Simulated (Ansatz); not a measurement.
Start from GaN in the wurtzite structure (space group P6_3mc, No. 186; a = 3.183 Å, c = 5.184 Å). Axes: x lies along a and z along c of the hexagonal cell.

It is then changed as follows: a pure shear with ε_xy = ε_yx = -0.0234, atoms relaxed at fixed cell.

All numbers come from r2SCAN, PAW, 500 eV (Ansatz, an electronic-structure program; no spin-orbit coupling).

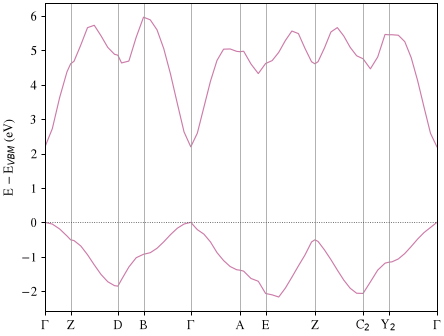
Figure. Highest valence and lowest conduction band along the path of the changed cell's own zone

The gap is 2.20 eV, direct at Γ; the base has 2.35 eV.

The cells carry an imposed strain or load. No phonon test of stability was made. Labels are those of the standard path for the cell's own space group.
